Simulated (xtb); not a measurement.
# Run report: Si4AsH11, geometry relaxation (part 3 of 4)

The same run, continued: Si4AsH11; GFN2-xTB (xtb 6.7.1). 

Geometry of the input (Å):
```
Si -1.8804  0.9435  1.3187
Si 0.2638  1.4646  0.8011
Si 1.1002  -0.0871  -0.7680
Si 1.2203  -2.1937  0.0650
As 0.0042  0.0179  -2.8722
H  -2.4499  1.9728  2.2788
H  -2.7829  0.9785  0.2008
H  -1.9647  -0.2941  1.9573
H  0.3881  2.8428  0.2082
H  1.1405  1.5542  1.8535
H  2.5603  0.3239  -1.1605
H  -0.0823  -2.6971  0.2402
H  2.0013  -2.2647  1.3307
H  1.9903  -3.1924  -0.8747
H  -0.3363  1.4862  -2.7572
H  -1.2798  -0.4545  -2.0669
```

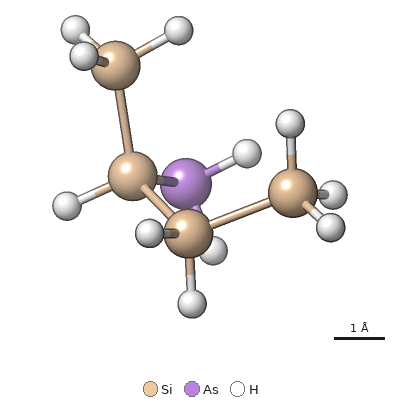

Fig. 1: The geometry at step 6 of the log (ball-and-stick view, seen at an oblique angle).

### Output, continued
```
         #    Occupation            Energy/Eh            Energy/eV
      -------------------------------------------------------------
         1        2.0000           -0.7834674             -21.3192
       ...           ...                  ...                  ...
        10        2.0000           -0.4290454             -11.6749
        11        2.0000           -0.4258582             -11.5882
        12        2.0000           -0.4159820             -11.3194
        13        2.0000           -0.4063068             -11.0562
        14        2.0000           -0.3770773             -10.2608
        15        2.0000           -0.3551309              -9.6636
        16        2.0000           -0.3503397              -9.5332 (HOMO)
        17                         -0.2158357              -5.8732 (LUMO)
        18                         -0.2132238              -5.8021
        19                         -0.2117228              -5.7613
        20                         -0.1954246              -5.3178
        21                         -0.1928943              -5.2489
       ...                                ...                  ...
        56                          1.3845312              37.6750
      -------------------------------------------------------------
                  HL-Gap            0.1345040 Eh            3.6600 eV
             Fermi-level           -0.2830877 Eh           -7.7032 eV

 SCC (total)                   0 d,  0 h,  0 min,  0.029 sec
 SCC setup                      ...        0 min,  0.000 sec (  0.762%)
 Dispersion                     ...        0 min,  0.000 sec (  0.326%)
 classical contributions        ...        0 min,  0.000 sec (  0.145%)
 integral evaluation            ...        0 min,  0.008 sec ( 27.892%)
 iterations                     ...        0 min,  0.006 sec ( 21.496%)
 molecular gradient             ...        0 min,  0.014 sec ( 48.309%)
 printout                       ...        0 min,  0.000 sec (  0.765%)

         :::::::::::::::::::::::::::::::::::::::::::::::::::::
         ::                     SUMMARY                     ::
         :::::::::::::::::::::::::::::::::::::::::::::::::::::
         :: total energy             -14.849382662955 Eh    ::
         :: gradient norm              0.000814882962 Eh/a0 ::
         :: HOMO-LUMO gap              3.660039599616 eV    ::
         ::.................................................::
         :: SCC energy               -14.961582689617 Eh    ::
         :: -> isotropic ES            0.029727531641 Eh    ::
         :: -> anisotropic ES          0.000061533170 Eh    ::
         :: -> anisotropic XC          0.009368836866 Eh    ::
         :: -> dispersion             -0.015668949676 Eh    ::
         :: repulsion energy           0.112200026662 Eh    ::
         :: add. restraining           0.000000000000 Eh    ::
         :: total charge              -0.000000000000 e     ::
         :::::::::::::::::::::::::::::::::::::::::::::::::::::

           -------------------------------------------------
          |                Property Printout                |
           -------------------------------------------------

    * Orbital Energies and Occupations

         #    Occupation            Energy/Eh            Energy/eV
      -------------------------------------------------------------
         1        2.0000           -0.7834674             -21.3192
       ...           ...                  ...                  ...
         4        2.0000           -0.6120405             -16.6545
         5        2.0000           -0.5658409             -15.3973
         6        2.0000           -0.4393394             -11.9550
         7        2.0000           -0.4335120             -11.7965
         8        2.0000           -0.4305719             -11.7165
         9        2.0000           -0.4297210             -11.6933
        10        2.0000           -0.4290454             -11.6749
        11        2.0000           -0.4258582             -11.5882
        12        2.0000           -0.4159820             -11.3194
        13        2.0000           -0.4063068             -11.0562
        14        2.0000           -0.3770773             -10.2608
        15        2.0000           -0.3551309              -9.6636
        16        2.0000           -0.3503397              -9.5332 (HOMO)
        17                         -0.2158357              -5.8732 (LUMO)
        18                         -0.2132238              -5.8021
        19                         -0.2117228              -5.7613
        20                         -0.1954246              -5.3178
        21                         -0.1928943              -5.2489
        22                         -0.1883891              -5.1263
        23                         -0.1766502              -4.8069
        24                         -0.1632413              -4.4420
        25                         -0.1581738              -4.3041
        26                         -0.1550972              -4.2204
        27                         -0.1429274              -3.8893
       ...                                ...                  ...
        56                          1.3845312              37.6750
      -------------------------------------------------------------
                  HL-Gap            0.1345040 Eh            3.6600 eV
             Fermi-level           -0.2830877 Eh           -7.7032 eV

     #   Z          covCN         q      C6AA      α(0)
     1  14 Si       3.695     0.363   100.639    19.215
     2  14 Si       3.702     0.293   102.417    19.381
     3  14 Si       3.699     0.265   103.169    19.453
     4  14 Si       3.690     0.360   100.734    19.225
     5  33 As       2.864    -0.015   214.725    26.856
     6   1 H        0.918    -0.115     6.113     3.867
     7   1 H        0.917    -0.130     6.752     4.064
     8   1 H        0.918    -0.132     6.844     4.092
     9   1 H        0.915    -0.121     6.358     3.944
    10   1 H        0.916    -0.130     6.741     4.061
    11   1 H        0.911    -0.132     6.833     4.089
    12   1 H        0.917    -0.130     6.747     4.062
    13   1 H        0.918    -0.129     6.686     4.044
    14   1 H        0.918    -0.108     5.848     3.782
    15   1 H        0.971    -0.067     4.509     3.318
    16   1 H        0.971    -0.073     4.695     3.386

 Mol. C6AA /au·bohr⁶  :       6719.695743
 Mol. C8AA /au·bohr⁸  :     317230.304486
 Mol. α(0) /au        :        146.840185

Wiberg/Mayer (AO) data.
largest (>0.10) Wiberg bond orders for each atom

 ---------------------------------------------------------------------------
     #   Z sym  total        # sym  WBO       # sym  WBO       # sym  WBO
 ---------------------------------------------------------------------------
     1  14 Si   3.670 --     6 H    0.900     8 H    0.898     7 H    0.895
                             2 Si   0.853
     2  14 Si   3.683 --    10 H    0.889     9 H    0.886     1 Si   0.853
                             3 Si   0.821
     3  14 Si   3.674 --     5 As   0.964    11 H    0.855     4 Si   0.821
                             2 Si   0.821
     4  14 Si   3.658 --    13 H    0.899    14 H    0.895    12 H    0.892
                             3 Si   0.821
     5  33 As   3.147 --    15 H    0.981    16 H    0.980     3 Si   0.964
     6   1 H    0.986 --     1 Si   0.900
     7   1 H    0.983 --     1 Si   0.895
     8   1 H    0.982 --     1 Si   0.898
     9   1 H    0.985 --     2 Si   0.886
    10   1 H    0.983 --     2 Si   0.889
    11   1 H    0.982 --     3 Si   0.855
    12   1 H    0.983 --     4 Si   0.892
    13   1 H    0.983 --     4 Si   0.899
    14   1 H    0.988 --     4 Si   0.895
    15   1 H    0.995 --     5 As   0.981
    16   1 H    0.995 --     5 As   0.980
 ---------------------------------------------------------------------------

Topologies differ in total number of bonds
Writing topology from bond orders to xtbtopo.mol

molecular dipole:
                 x           y           z       tot (Debye)
 q only:        0.408       0.036       0.219
   full:        0.102       0.157       0.264       0.824
molecular quadrupole (traceless):
                xx          xy          yy          xz          yz          zz
 q only:       -0.111      -0.196       0.157      -1.006       1.655      -0.046
  q+dip:        0.334      -0.520       0.748      -0.659       0.818      -1.082
   full:        0.883       0.012       1.015      -0.179      -0.026      -1.898

           -------------------------------------------------
          |                Geometry Summary                 |
           -------------------------------------------------

      molecular mass/u    :      198.3509377
   center of mass at/Å    :        0.1140059       0.0216110      -0.8687595
  moments of inertia/u·Å² :        0.4377202E+03   0.7192359E+03   0.9421027E+03
rotational constants/cm⁻¹ :        0.3851234E-01   0.2343825E-01   0.1789363E-01

 * 15 selected distances

     #   Z          #   Z                                           value/Å
     1  14 Si       2  14 Si                                      2.3165383
     2  14 Si       3  14 Si                                      2.3471503
     3  14 Si       4  14 Si                                      2.3299810
     3  14 Si       5  33 As                                      2.3577713 (max)
     1  14 Si       6   1 H                                       1.4633933 (min)
     1  14 Si       7   1 H                                       1.4668735
     1  14 Si       8   1 H                                       1.4661480
     2  14 Si       9   1 H                                       1.4752633
     2  14 Si      10   1 H                                       1.4724650
     3  14 Si      11   1 H                                       1.4862736
     4  14 Si      12   1 H                                       1.4677651
     4  14 Si      13   1 H                                       1.4636705
     4  14 Si      14   1 H                                       1.4659260
     5  33 As      15   1 H                                       1.5038040
     5  33 As      16   1 H                                       1.5025084

 * 4 distinct bonds (by element types)

   Z      Z             #   av. dist./Å        max./Å        min./Å
   1 H   14 Si          9     1.4697531     1.4862736     1.4633933
  14 Si  14 Si          3     2.3312232     2.3471503     2.3165383
   1 H   33 As          2     1.5031562     1.5038040     1.5025084
  14 Si  33 As          1     2.3577713     2.3577713     2.3577713

optimized geometry written to: xtbopt.xyz

           -------------------------------------------------
          | TOTAL ENERGY              -14.849382662955 Eh   |
          | GRADIENT NORM               0.000814882962 Eh/α |
          | HOMO-LUMO GAP               3.660039599616 eV   |
           -------------------------------------------------

------------------------------------------------------------------------
------------------------------------------------------------------------
 total:
 *  cpu-time:     0 d,  0 h,  0 min,  0.529 sec
 * ratio c/w:     0.923 speedup
 SCF:
 *  cpu-time:     0 d,  0 h,  0 min,  0.043 sec
 * ratio c/w:     1.000 speedup
 ANC optimizer:
 *  cpu-time:     0 d,  0 h,  0 min,  0.461 sec
 * ratio c/w:     0.913 speedup
```

### Standard error
```
normal termination of xtb
```

### Trajectory as extended XYZ (Å, eV, eV/Å), 13 of the 14 frames kept, from step=0 to step=13
```
16
Properties=species:S:1:pos:R:3 step=0 energy=-403.55235
Si   -1.8804    0.9435    1.3187
Si    0.2638    1.4646    0.8011
Si    1.1002   -0.0871   -0.7680
Si    1.2203   -2.1937    0.0650
As    0.0042    0.0179   -2.8722
H    -2.4499    1.9728    2.2788
H    -2.7829    0.9785    0.2008
H    -1.9647   -0.2941    1.9573
H     0.3881    2.8428    0.2082
H     1.1405    1.5542    1.8535
H     2.5603    0.3239   -1.1605
H    -0.0823   -2.6971    0.2402
H     2.0013   -2.2647    1.3307
H     1.9903   -3.1924   -0.8747
H    -0.3363    1.4862   -2.7572
H    -1.2798   -0.4545   -2.0669
16
Properties=species:S:1:pos:R:3 step=1 energy=-404.01247
Si   -1.9064    0.9862    1.3493
Si    0.3015    1.4766    0.7365
Si    1.1639   -0.0207   -0.8088
Si    1.2592   -2.2269    0.0399
As    0.0016   -0.0248   -2.8429
H    -2.4716    1.9689    2.2954
H    -2.7804    0.9733    0.1833
H    -1.9736   -0.3176    1.9692
H     0.3696    2.8573    0.1995
H     1.1514    1.5457    1.9005
H     2.5881    0.3318   -1.1505
H    -0.0841   -2.7280    0.2541
H     1.9775   -2.2656    1.3265
H     1.9633   -3.1897   -0.8605
H    -0.3583    1.4390   -2.7134
H    -1.3085   -0.4048   -2.1231
16
Properties=species:S:1:pos:R:3 step=2 energy=-404.05134
Si   -1.8842    1.0151    1.3492
Si    0.2871    1.5105    0.7336
Si    1.1979   -0.0623   -0.7926
Si    1.2766   -2.2321    0.0251
As    0.0009   -0.0260   -2.8468
H    -2.4844    1.9508    2.2893
H    -2.7691    0.9782    0.1776
H    -1.9723   -0.3168    1.9656
H     0.3733    2.8727    0.1890
H     1.1365    1.5455    1.9424
H     2.5471    0.3665   -1.2004
H    -0.0778   -2.7562    0.2598
H     1.9643   -2.2925    1.3146
H     1.9325   -3.1870   -0.8389
H    -0.3837    1.4246   -2.6991
H    -1.2517   -0.3903   -2.1136
16
Properties=species:S:1:pos:R:3 step=3 energy=-404.06860
Si   -1.8823    1.0132    1.3408
Si    0.2967    1.4905    0.7487
Si    1.1822   -0.0362   -0.8017
Si    1.2784   -2.2100    0.0255
As   -0.0186   -0.0409   -2.8330
H    -2.4882    1.9504    2.2870
H    -2.7710    0.9795    0.1745
H    -1.9685   -0.3122    1.9617
H     0.3740    2.8514    0.1881
H     1.1511    1.5579    1.9440
H     2.5638    0.3562   -1.1724
H    -0.0747   -2.7325    0.2505
H     1.9691   -2.2866    1.3141
H     1.9344   -3.1844   -0.8514
H    -0.3559    1.4186   -2.6814
H    -1.2976   -0.4142   -2.1401
16
Properties=species:S:1:pos:R:3 step=4 energy=-404.06896
Si   -1.8872    1.0076    1.3444
Si    0.3008    1.4913    0.7429
Si    1.1690   -0.0461   -0.7888
Si    1.2758   -2.2253    0.0319
As    0.0035   -0.0378   -2.8304
H    -2.4882    1.9549    2.2867
H    -2.7639    0.9812    0.1694
H    -1.9730   -0.3180    1.9617
H     0.3780    2.8571    0.1889
H     1.1554    1.5628    1.9362
H     2.5500    0.3570   -1.1738
H    -0.0823   -2.7333    0.2520
H     1.9725   -2.2859    1.3183
H     1.9425   -3.1803   -0.8657
H    -0.3790    1.4110   -2.6895
H    -1.2808   -0.3955   -2.1292
16
Properties=species:S:1:pos:R:3 step=5 energy=-404.07148
Si   -1.8873    1.0090    1.3453
Si    0.2969    1.4968    0.7446
Si    1.1812   -0.0440   -0.7889
Si    1.2735   -2.2241    0.0291
As   -0.0101   -0.0369   -2.8272
H    -2.4891    1.9547    2.2862
H    -2.7619    0.9820    0.1679
H    -1.9751   -0.3185    1.9613
H     0.3793    2.8599    0.1872
H     1.1551    1.5641    1.9378
H     2.5593    0.3592   -1.1729
H    -0.0825   -2.7395    0.2514
H     1.9716   -2.2908    1.3138
H     1.9412   -3.1769   -0.8622
H    -0.3721    1.4161   -2.6887
H    -1.2871   -0.4104   -2.1299
16
Properties=species:S:1:pos:R:3 step=6 energy=-404.06998
Si   -1.8826    1.0145    1.3412
Si    0.2987    1.4969    0.7516
Si    1.1715   -0.0378   -0.7970
Si    1.2772   -2.2144    0.0245
As   -0.0121   -0.0454   -2.8380
H    -2.4924    1.9524    2.2840
H    -2.7605    0.9840    0.1660
H    -1.9730   -0.3135    1.9581
H     0.3752    2.8570    0.1869
H     1.1576    1.5711    1.9460
H     2.5546    0.3534   -1.1674
H    -0.0757   -2.7410    0.2460
H     1.9707   -2.2988    1.3109
H     1.9365   -3.1747   -0.8612
H    -0.3723    1.4061   -2.6730
H    -1.2806   -0.4091   -2.1238
16
Properties=species:S:1:pos:R:3 step=8 energy=-404.07126
Si   -1.8886    1.0115    1.3441
Si    0.2990    1.5019    0.7470
Si    1.1771   -0.0430   -0.7822
Si    1.2739   -2.2291    0.0272
As   -0.0123   -0.0385   -2.8247
H    -2.4930    1.9577    2.2826
H    -2.7555    0.9868    0.1609
H    -1.9776   -0.3171    1.9572
H     0.3808    2.8630    0.1842
H     1.1583    1.5756    1.9399
H     2.5560    0.3586   -1.1682
H    -0.0828   -2.7442    0.2457
H     1.9725   -2.3007    1.3114
H     1.9437   -3.1722   -0.8747
H    -0.3781    1.4126   -2.6784
H    -1.2804   -0.4222   -2.1174
16
Properties=species:S:1:pos:R:3 step=9 energy=-404.07204
Si   -1.8867    1.0135    1.3424
Si    0.2990    1.5011    0.7482
Si    1.1800   -0.0428   -0.7833
Si    1.2747   -2.2264    0.0262
As   -0.0107   -0.0400   -2.8210
H    -2.4940    1.9571    2.2818
H    -2.7555    0.9877    0.1607
H    -1.9767   -0.3149    1.9561
H     0.3792    2.8619    0.1841
H     1.1580    1.5772    1.9413
H     2.5591    0.3586   -1.1667
H    -0.0808   -2.7452    0.2441
H     1.9726   -2.3042    1.3105
H     1.9423   -3.1722   -0.8737
H    -0.3832    1.4096   -2.6756
H    -1.2843   -0.4204   -2.1202
16
Properties=species:S:1:pos:R:3 step=10 energy=-404.07200
Si   -1.8834    1.0183    1.3389
Si    0.3011    1.5000    0.7493
Si    1.1771   -0.0418   -0.7836
Si    1.2793   -2.2234    0.0237
As   -0.0108   -0.0394   -2.8183
H    -2.4962    1.9566    2.2800
H    -2.7552    0.9900    0.1595
H    -1.9752   -0.3103    1.9533
H     0.3760    2.8605    0.1840
H     1.1573    1.5806    1.9455
H     2.5566    0.3551   -1.1650
H    -0.0757   -2.7457    0.2398
H     1.9722   -2.3098    1.3104
H     1.9396   -3.1736   -0.8747
H    -0.3880    1.4086   -2.6706
H    -1.2818   -0.4252   -2.1176
16
Properties=species:S:1:pos:R:3 step=11 energy=-404.07224
Si   -1.8852    1.0177    1.3389
Si    0.2999    1.5019    0.7508
Si    1.1810   -0.0414   -0.7818
Si    1.2773   -2.2250    0.0234
As   -0.0107   -0.0418   -2.8176
H    -2.4960    1.9585    2.2789
H    -2.7545    0.9914    0.1577
H    -1.9771   -0.3106    1.9526
H     0.3788    2.8609    0.1823
H     1.1575    1.5823    1.9449
H     2.5605    0.3574   -1.1640
H    -0.0775   -2.7470    0.2390
H     1.9730   -2.3114    1.3086
H     1.9416   -3.1714   -0.8776
H    -0.3920    1.4050   -2.6645
H    -1.2836   -0.4257   -2.1170
16
Properties=species:S:1:pos:R:3 step=12 energy=-404.07229
Si   -1.8864    1.0182    1.3388
Si    0.3009    1.5027    0.7495
Si    1.1809   -0.0432   -0.7817
Si    1.2770   -2.2274    0.0238
As   -0.0121   -0.0391   -2.8154
H    -2.4961    1.9607    2.2778
H    -2.7530    0.9933    0.1556
H    -1.9788   -0.3106    1.9515
H     0.3806    2.8620    0.1816
H     1.1569    1.5837    1.9448
H     2.5603    0.3588   -1.1620
H    -0.0783   -2.7486    0.2381
H     1.9742   -2.3146    1.3077
H     1.9436   -3.1699   -0.8797
H    -0.3957    1.4069   -2.6628
H    -1.2809   -0.4320   -2.1129
16
Properties=species:S:1:pos:R:3 step=13 energy=-404.07229
Si   -1.8864    1.0182    1.3388
Si    0.3009    1.5027    0.7495
Si    1.1809   -0.0432   -0.7817
Si    1.2770   -2.2274    0.0238
As   -0.0121   -0.0391   -2.8154
H    -2.4961    1.9607    2.2778
H    -2.7530    0.9933    0.1556
H    -1.9788   -0.3106    1.9515
H     0.3806    2.8620    0.1816
H     1.1569    1.5837    1.9448
H     2.5603    0.3588   -1.1620
H    -0.0783   -2.7486    0.2381
H     1.9742   -2.3146    1.3077
H     1.9436   -3.1699   -0.8797
H    -0.3957    1.4069   -2.6628
H    -1.2809   -0.4320   -2.1129
```
